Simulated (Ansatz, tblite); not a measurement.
**AlCl2(SiH3) (AlCl₂H₃Si): charged states by level of theory**

Aim: the energy of removing and adding an electron for AlCl2(SiH3) (AlCl₂H₃Si), by energy differences, and how well orbital energies stand in for it.

Computed with Ansatz 0.2.0, Gaussian basis. Level: as each input shows.

Plan: charge +1 doublet, at the geometry of the singlet (PBE0-D4/def2-TZVP, PBE-D4/def2-TZVP, r2SCAN-D4/def2-TZVP); charge -1 doublet, at the geometry of the singlet (PBE0-D4/def2-TZVPD, PBE-D4/def2-TZVPD, r2SCAN-D4/def2-TZVPD); the starting singlet's energies come from earlier runs.

## 1. The structure

The singlet was relaxed beforehand with PBE0-D4/def2-SVP.

7 atoms, charge 0, spin multiplicity 1.

Atoms are counted from 1 here; the program's logs count them from 0.

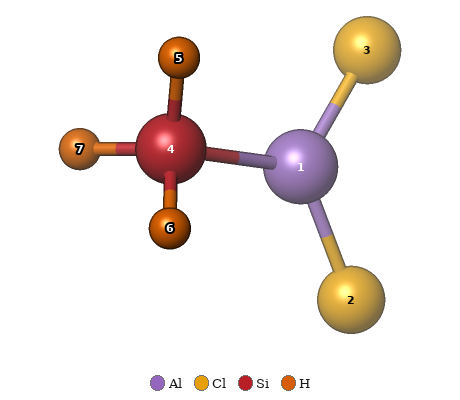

The geometry (aluminium purple, chlorine amber, silicon red, hydrogen orange); atoms are numbered from 1 in the order of the file.

## 2. Charge +1 doublet at the fixed geometry, first pass, PBE0-D4/def2-SVP

Input file in.yaml:

```yaml
crystal:
  periodic: [false, false, false]
  atoms:
    - {symbol: Al, position_ang: [0.643319, 1.121248, 0.011059]}
    - {symbol: Cl, position_ang: [2.742393, 1.189186, 0.034709]}
    - {symbol: Cl, position_ang: [-0.349532, 2.971482, -0.033077]}
    - {symbol: Si, position_ang: [-0.567605, -0.985723, 0.006548]}
    - {symbol: H, position_ang: [-1.904818, -0.823077, 0.654542]}
    - {symbol: H, position_ang: [0.210421, -2.036006, 0.732026]}
    - {symbol: H, position_ang: [-0.774178, -1.437111, -1.405797]}
basis:
  gaussian: {orbitals: def2-SVP}
total_charge: 1
magnetization: {spin_polarized: true, initial_magnetization: 1}
hamiltonian: {xc: pbe0, dispersion: d4}
output: {orbitals: {seedname: orbitals}}
```

On the command line:

```sh
$ ansatz run in.yaml --threads 4 --pin off --events-out ev --progress --plain --max-ram 3916MiB
```

The program printed:

```text
Functional definition: PBE0
  name "PBE0"
  cite "Adamo & Barone, J. Chem. Phys. 110, 6158 (1999) doi:10.1063/1.478522"
  cite "Perdew, Burke & Ernzerhof, Phys. Rev. Lett. 77, 3865 (1996) doi:10.1103/PhysRevLett.77.3865"
  parent pbe
  parameter a = 0.25
  parameter kappa = 0.804
  parameter beta = 0.06672455060314922
  exchange = (1 - a)*pbe_x(kappa = kappa, mu = beta*pi^2/3) + a*exact_x
  correlation = pbe_c(beta = beta)
797 factors; integrals over basis functions are off by at most 1.2e-3 eV
mean field evaluation 1: about -39532.4581 eV, gradient 2.0e1 eV
mean field evaluation 2: about -39525.5069 eV, gradient 3.6e1 eV
mean field evaluation 4: about -39534.9606 eV, gradient 9.9e-1 eV
mean field evaluation 8: about -39535.0516 eV, gradient 1.3e-1 eV
mean field evaluation 16: about -39535.0519 eV, gradient 1.5e-4 eV
mean field evaluation 32: about -39534.9157 eV, gradient 2.0e0 eV
mean field -39535.05189740 eV, -1452.8863594089 hartree, gradient 4.7e-5 eV, S^2 0.755351; 4 other end points of the search recorded, 0 dependent functions left out
reference -39535.05192468 eV, -1452.8863604112 hartree; 32, 31 occupied and 55, 56 virtual orbitals, 797 factors
Total energy: -39535.19388765 eV, -1452.8915774542 hartree
```

It took 2.3 s on 4 threads of Arm Neoverse V2, shared host.

From the report: HOMO -14.17 eV, LUMO -12.25 eV (over both spins); ⟨S²⟩ 0.755 (pure: 0.75).

## 3. Charge +1 doublet at the fixed geometry, PBE0-D4/def2-TZVP

start.molden holds the orbitals of an earlier run on this state, given as this run's starting guess.

in.yaml: that of step 2 with these lines changed.

```diff
@@ -11,3 +11,3 @@
 basis:
-  gaussian: {orbitals: def2-SVP}
+  gaussian: {orbitals: def2-TZVP, initial_orbitals: start.molden}
 total_charge: 1
@@ -15,2 +15,3 @@
 hamiltonian: {xc: pbe0, dispersion: d4}
+scf: {omitted_lower_state_checks: [starts]}
 output: {orbitals: {seedname: orbitals}}
```

The command is unchanged.

The program printed:

```text
Functional definition: PBE0
  name "PBE0"
  cite "Adamo & Barone, J. Chem. Phys. 110, 6158 (1999) doi:10.1063/1.478522"
  cite "Perdew, Burke & Ernzerhof, Phys. Rev. Lett. 77, 3865 (1996) doi:10.1103/PhysRevLett.77.3865"
  parent pbe
  parameter a = 0.25
  parameter kappa = 0.804
  parameter beta = 0.06672455060314922
  exchange = (1 - a)*pbe_x(kappa = kappa, mu = beta*pi^2/3) + a*exact_x
  correlation = pbe_c(beta = beta)
these checks for a lower state are left out or cut short: starts
1215 factors; their error is unknown
mean field evaluation 1: about -39546.2355 eV, gradient 1.1e2 eV
mean field evaluation 2: about -39548.6185 eV, gradient 3.3e0 eV
mean field evaluation 4: about -39548.8079 eV, gradient 1.1e-1 eV
mean field evaluation 8: about -39548.8080 eV, gradient 9.6e-6 eV
mean field -39548.80798773 eV, -1453.3918864043 hartree, gradient 9.6e-6 eV, S^2 0.756176; 0 other end points of the search recorded, 0 dependent functions left out
reference -39548.80802261 eV, -1453.3918876860 hartree; 32, 31 occupied and 134, 135 virtual orbitals, 1215 factors
Total energy: -39548.94998558 eV, -1453.3971047290 hartree
Checks for a lower state left out: starts
```

It took 3.6 s on 4 threads of Arm Neoverse V2, shared host.

HOMO -14.13 eV, LUMO -12.11 eV (over both spins); ⟨S²⟩ 0.756 (pure: 0.75).

## 4. Charge +1 doublet at the fixed geometry, PBE-D4/def2-TZVP

in.yaml: that of step 3 with these lines changed.

```diff
@@ -14,3 +14,3 @@
 magnetization: {spin_polarized: true, initial_magnetization: 1}
-hamiltonian: {xc: pbe0, dispersion: d4}
+hamiltonian: {xc: pbe, dispersion: d4}
 scf: {omitted_lower_state_checks: [starts]}
```

The command is unchanged.

The program printed:

```text
Functional definition: PBE
  name "PBE"
  cite "Perdew, Burke & Ernzerhof, Phys. Rev. Lett. 77, 3865 (1996) doi:10.1103/PhysRevLett.77.3865"
  parent pbe
  parameter kappa = 0.804
  parameter beta = 0.06672455060314922
  exchange = pbe_x(kappa = kappa, mu = beta*pi^2/3)
  correlation = pbe_c(beta = beta)
these checks for a lower state are left out or cut short: starts
1155 factors; their error is unknown
mean field evaluation 1: about -39545.4731 eV, gradient 1.0e1 eV
mean field evaluation 2: about -39545.6040 eV, gradient 2.5e-1 eV
mean field evaluation 4: about -39545.5974 eV, gradient 1.4e-2 eV
mean field -39545.59743443 eV, -1453.2739007466 hartree, gradient 1.9e-5 eV, S^2 0.752554; 0 other end points of the search recorded, 0 dependent functions left out
reference -39545.59748122 eV, -1453.2739024661 hartree; 32, 31 occupied and 134, 135 virtual orbitals, 1155 factors
Total energy: -39545.76022936 eV, -1453.2798833501 hartree
Checks for a lower state left out: starts
```

It took 2.2 s on 4 threads of Arm Neoverse V2, shared host.

Report: HOMO -12.96 eV, LUMO -12.61 eV (over both spins); ⟨S²⟩ 0.753 (pure: 0.75).

## 5. Charge +1 doublet at the fixed geometry, r2SCAN-D4/def2-TZVP

in.yaml: that of step 4 with these lines changed.

```diff
@@ -14,3 +14,3 @@
 magnetization: {spin_polarized: true, initial_magnetization: 1}
-hamiltonian: {xc: pbe, dispersion: d4}
+hamiltonian: {xc: r2scan, dispersion: d4}
 scf: {omitted_lower_state_checks: [starts]}
```

Launched as before.

The program printed:

```text
Functional definition: r2SCAN
  name "r2SCAN"
  cite "Furness, Kaplan, Ning, Perdew & Sun, J. Phys. Chem. Lett. 11, 8208 (2020) doi:10.1021/acs.jpclett.0c02405"
  cite "Furness, Kaplan, Ning, Perdew & Sun, J. Phys. Chem. Lett. 11, 9248 (2020) doi:10.1021/acs.jpclett.0c03077"
  parent r2scan
  parameter k0 = 0.174
  parameter k1 = 0.065
  parameter a1 = 4.9479
  exchange = r2scan_x(k0 = k0, k1 = k1, a1 = a1)
  correlation = r2scan_c
these checks for a lower state are left out or cut short: starts
1155 factors; their error is unknown
mean field evaluation 1: about -39560.5287 eV, gradient 7.1e0 eV
mean field evaluation 2: about -39560.5710 eV, gradient 1.1e-1 eV
mean field evaluation 4: about -39560.5584 eV, gradient 4.4e-3 eV
mean field -39560.55843035 eV, -1453.8237072059 hartree, gradient 2.6e-5 eV, S^2 0.755918; 0 other end points of the search recorded, 0 dependent functions left out
reference -39560.55844602 eV, -1453.8237077815 hartree; 32, 31 occupied and 134, 135 virtual orbitals, 1155 factors
Total energy: -39560.59675459 eV, -1453.8251155955 hartree
Checks for a lower state left out: starts
```

It took 6 s on 4 threads of Arm Neoverse V2, shared host.

HOMO -13.22 eV, LUMO -12.64 eV (over both spins); ⟨S²⟩ 0.756 (pure: 0.75).

## 6. Vertical ionisation energy

Charged state less starting state, singlet to doublet; the starting state's energies are those of its earlier runs.

| level | vertical ionisation energy (eV) | time |
| --- | --- | --- |
| PBE-D4/def2-TZVP | +9.94 | 3.4 s |
| r2SCAN-D4/def2-TZVP | +10.11 | 8.8 s |
| PBE0-D4/def2-TZVP | +10.26 | 5.3 s |

Times add the two runs; a level without a time comes out of a correlated run.

Beside −ε(HOMO) of the starting state:

| level | −ε(HOMO) (eV) | by difference (eV) | mismatch (eV) |
| --- | --- | --- | --- |
| PBE-D4/def2-TZVP | 7.21 | 9.94 | -2.73 |
| r2SCAN-D4/def2-TZVP | 7.48 | 10.11 | -2.63 |
| PBE0-D4/def2-TZVP | 8.35 | 10.26 | -1.92 |

## 7. Charge -1 doublet at the fixed geometry, first pass, PBE0-D4/def2-SVP

in.yaml: that of step 5 with these lines changed.

```diff
@@ -11,7 +11,6 @@
 basis:
-  gaussian: {orbitals: def2-TZVP, initial_orbitals: start.molden}
-total_charge: 1
+  gaussian: {orbitals: def2-SVP}
+total_charge: -1
 magnetization: {spin_polarized: true, initial_magnetization: 1}
-hamiltonian: {xc: r2scan, dispersion: d4}
-scf: {omitted_lower_state_checks: [starts]}
+hamiltonian: {xc: pbe0, dispersion: d4}
 output: {orbitals: {seedname: orbitals}}
```

Launched as before.

The program printed:

```text
Functional definition: PBE0
  name "PBE0"
  cite "Adamo & Barone, J. Chem. Phys. 110, 6158 (1999) doi:10.1063/1.478522"
  cite "Perdew, Burke & Ernzerhof, Phys. Rev. Lett. 77, 3865 (1996) doi:10.1103/PhysRevLett.77.3865"
  parent pbe
  parameter a = 0.25
  parameter kappa = 0.804
  parameter beta = 0.06672455060314922
  exchange = (1 - a)*pbe_x(kappa = kappa, mu = beta*pi^2/3) + a*exact_x
  correlation = pbe_c(beta = beta)
797 factors; integrals over basis functions are off by at most 1.2e-3 eV
mean field evaluation 1: about -39544.5735 eV, gradient 8.3e0 eV
mean field evaluation 2: about -39544.9031 eV, gradient 7.8e0 eV
mean field evaluation 4: about -39545.4276 eV, gradient 8.7e-1 eV
mean field evaluation 8: about -39545.5105 eV, gradient 6.1e-2 eV
mean field evaluation 16: about -39545.5106 eV, gradient 2.9e-4 eV
mean field -39545.51056169 eV, -1453.2707082323 hartree, gradient 8.2e-5 eV, S^2 0.755902; 2 other end points of the search recorded, 0 dependent functions left out
reference -39545.51059189 eV, -1453.2707093420 hartree; 33, 32 occupied and 54, 55 virtual orbitals, 797 factors
Total energy: -39545.69145520 eV, -1453.2773559461 hartree
```

Wall time 1.8 s (4 threads of Arm Neoverse V2, shared host).

Report: HOMO 1.60 eV, LUMO 4.13 eV (over both spins); ⟨S²⟩ 0.756 (pure: 0.75). Doubts: highest occupied level lies above zero.

## 8. Charge -1 doublet at the fixed geometry, PBE0-D4/def2-TZVPD

in.yaml: that of step 7 with these lines changed.

```diff
@@ -11,3 +11,3 @@
 basis:
-  gaussian: {orbitals: def2-SVP}
+  gaussian: {orbitals: def2-TZVPD, initial_orbitals: start.molden}
 total_charge: -1
@@ -15,2 +15,3 @@
 hamiltonian: {xc: pbe0, dispersion: d4}
+scf: {omitted_lower_state_checks: [starts]}
 output: {orbitals: {seedname: orbitals}}
```

The command is unchanged.

The program printed:

```text
Functional definition: PBE0
  name "PBE0"
  cite "Adamo & Barone, J. Chem. Phys. 110, 6158 (1999) doi:10.1063/1.478522"
  cite "Perdew, Burke & Ernzerhof, Phys. Rev. Lett. 77, 3865 (1996) doi:10.1103/PhysRevLett.77.3865"
  parent pbe
  parameter a = 0.25
  parameter kappa = 0.804
  parameter beta = 0.06672455060314922
  exchange = (1 - a)*pbe_x(kappa = kappa, mu = beta*pi^2/3) + a*exact_x
  correlation = pbe_c(beta = beta)
these checks for a lower state are left out or cut short: starts
1359 factors; their error is unknown
mean field evaluation 1: about -39556.3955 eV, gradient 1.1e2 eV
mean field evaluation 2: about -39559.1882 eV, gradient 4.5e0 eV
mean field evaluation 4: about -39559.4491 eV, gradient 8.2e-3 eV
mean field evaluation 8: about -39559.5235 eV, gradient 8.6e-6 eV
mean field -39559.52347727 eV, -1453.7856733814 hartree, gradient 8.7e-6 eV, S^2 0.757876; 0 other end points of the search recorded, 0 dependent functions left out
reference -39559.52352878 eV, -1453.7856752744 hartree; 33, 32 occupied and 172, 173 virtual orbitals, 1359 factors
Total energy: -39559.70439209 eV, -1453.7923218785 hartree
Checks for a lower state left out: starts
```

It took 6 s on 4 threads of Arm Neoverse V2, shared host; peak memory 0.78 GiB.

HOMO 1.17 eV, LUMO 2.83 eV (over both spins); ⟨S²⟩ 0.758 (pure: 0.75). Doubts: highest occupied level lies above zero.

## 9. Charge -1 doublet at the fixed geometry, PBE-D4/def2-TZVPD

in.yaml: that of step 8 with these lines changed.

```diff
@@ -14,3 +14,3 @@
 magnetization: {spin_polarized: true, initial_magnetization: 1}
-hamiltonian: {xc: pbe0, dispersion: d4}
+hamiltonian: {xc: pbe, dispersion: d4}
 scf: {omitted_lower_state_checks: [starts]}
```

Same command.

The program printed:

```text
Functional definition: PBE
  name "PBE"
  cite "Perdew, Burke & Ernzerhof, Phys. Rev. Lett. 77, 3865 (1996) doi:10.1103/PhysRevLett.77.3865"
  parent pbe
  parameter kappa = 0.804
  parameter beta = 0.06672455060314922
  exchange = pbe_x(kappa = kappa, mu = beta*pi^2/3)
  correlation = pbe_c(beta = beta)
these checks for a lower state are left out or cut short: starts
1252 factors; their error is unknown
mean field evaluation 1: about -39555.9180 eV, gradient 1.0e1 eV
mean field evaluation 2: about -39556.0240 eV, gradient 1.8e-1 eV
mean field evaluation 4: about -39556.0132 eV, gradient 1.3e-3 eV
mean field -39556.01319364 eV, -1453.6566728376 hartree, gradient 9.8e-6 eV, S^2 0.755515; 0 other end points of the search recorded, 0 dependent functions left out
reference -39556.01325977 eV, -1453.6566752676 hartree; 33, 32 occupied and 172, 173 virtual orbitals, 1252 factors
Total energy: -39556.22097592 eV, -1453.6643086953 hartree
Checks for a lower state left out: starts
```

Run time: 3.6 s. Hardware: 4 threads of Arm Neoverse V2, shared host.

HOMO 1.87 eV, LUMO 2.29 eV (over both spins); ⟨S²⟩ 0.756 (pure: 0.75). Doubts: highest occupied level lies above zero.

## 10. Charge -1 doublet at the fixed geometry, r2SCAN-D4/def2-TZVPD

in.yaml: that of step 9 with these lines changed.

```diff
@@ -14,3 +14,3 @@
 magnetization: {spin_polarized: true, initial_magnetization: 1}
-hamiltonian: {xc: pbe, dispersion: d4}
+hamiltonian: {xc: r2scan, dispersion: d4}
 scf: {omitted_lower_state_checks: [starts]}
```

The command is unchanged.

The program printed:

```text
Functional definition: r2SCAN
  name "r2SCAN"
  cite "Furness, Kaplan, Ning, Perdew & Sun, J. Phys. Chem. Lett. 11, 8208 (2020) doi:10.1021/acs.jpclett.0c02405"
  cite "Furness, Kaplan, Ning, Perdew & Sun, J. Phys. Chem. Lett. 11, 9248 (2020) doi:10.1021/acs.jpclett.0c03077"
  parent r2scan
  parameter k0 = 0.174
  parameter k1 = 0.065
  parameter a1 = 4.9479
  exchange = r2scan_x(k0 = k0, k1 = k1, a1 = a1)
  correlation = r2scan_c
these checks for a lower state are left out or cut short: starts
1252 factors; their error is unknown
mean field evaluation 1: about -39571.1565 eV, gradient 7.2e0 eV
mean field evaluation 2: about -39571.1932 eV, gradient 7.7e-2 eV
mean field evaluation 4: about -39571.1788 eV, gradient 8.0e-4 eV
mean field -39571.17882135 eV, -1454.2139993763 hartree, gradient 2.4e-5 eV, S^2 0.762556; 0 other end points of the search recorded, 0 dependent functions left out
reference -39571.17885736 eV, -1454.2140006997 hartree; 33, 32 occupied and 172, 173 virtual orbitals, 1252 factors
Total energy: -39571.22929143 eV, -1454.2158541174 hartree
Checks for a lower state left out: starts
```

Run time: 8.5 s. Hardware: 4 threads of Arm Neoverse V2, shared host.

From the report: HOMO 1.72 eV, LUMO 2.62 eV (over both spins); ⟨S²⟩ 0.763 (pure: 0.75). Doubts: highest occupied level lies above zero.

## 11. Vertical electron affinity

Starting state less charged state (positive: the electron is bound), singlet to doublet; the starting state's energies are those of its earlier runs.

| level | vertical electron affinity (eV) | time |
| --- | --- | --- |
| PBE-D4/def2-TZVPD | +0.47 | 5.4 s |
| r2SCAN-D4/def2-TZVPD | +0.49 | 12 s |
| PBE0-D4/def2-TZVPD | +0.46 | 8.6 s |

Times add the two runs; a level without a time comes out of a correlated run.

Beside −ε(LUMO) of the starting state:

| level | −ε(LUMO) (eV) | by difference (eV) | mismatch (eV) |
| --- | --- | --- | --- |
| PBE-D4/def2-TZVPD | 2.69 | 0.47 | +2.21 |
| r2SCAN-D4/def2-TZVPD | 2.47 | 0.49 | +1.98 |
| PBE0-D4/def2-TZVPD | 1.94 | 0.46 | +1.48 |

## 12. What came out

| quantity | value |
| --- | --- |
| vertical ionisation energy, functionals in def2-TZVP | 9.94 (PBE-D4) to 10.26 eV (PBE0-D4) |
| vertical electron affinity, functionals in def2-TZVPD | 0.46 (PBE0-D4) to 0.49 eV (r2SCAN-D4) |

**Reading.** The vertical ionisation energy spans 9.94 to 10.26 eV over the functionals. −ε(HOMO) misses the level's own difference by -1.92 eV at best (PBE0-D4) and -2.73 eV at worst (PBE-D4). The vertical electron affinity spans 0.46 to 0.49 eV over the functionals. The anion's highest level lies above zero where self-interaction lifts it, so diffuse functions weigh on these values. −ε(LUMO) misses the level's own difference by +1.48 eV at best (PBE0-D4) and +2.21 eV at worst (PBE-D4).

The anion's highest level is positive in at least one run, so there the basis alone may hold the extra electron.
